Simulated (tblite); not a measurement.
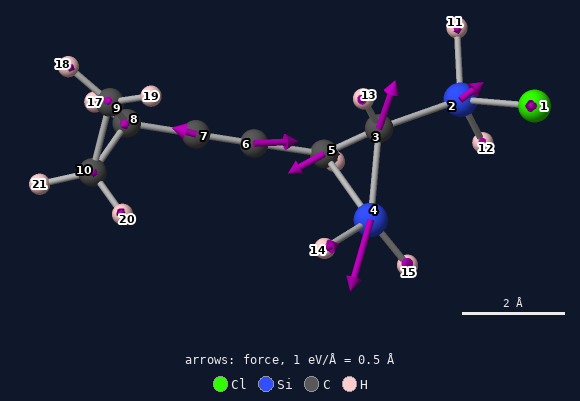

Starting geometry of C7H11ClSi2 with the computed forces as purple arrows. Style: ball-and-stick. Shown at a tilt.

Theory: GFN2-xTB geometry optimisation, gas phase in tblite. 

> Is this structure relaxed? If not, where do the atoms go?

It isn't relaxed: the largest force vector, on a Si atom, is 2.97 eV/Å. The final displacements have little in common with the starting forces (cosine between the two patterns 0.13). An H atom moves most after the best rigid fit: 0.52 Å. Largest moves by element: H 0.52 Å, Cl 0.45 Å, Si 0.32 Å, C 0.28 Å. Near-neighbour distances that change, for instance: C–Si 1.814 → 1.893 Å, C–C 1.496 → 1.553 Å, Cl–Si 2.065 → 2.026 Å, H–Si 1.489 → 1.451 Å. Bond angles that change, for instance: Si–C–Si 114.4° → 126.0°, C–Si–H 107.9° → 117.1°, C–Si–H 110.1° → 117.6°. Over 90 geometry steps the energy falls by 9.36 kcal/mol.
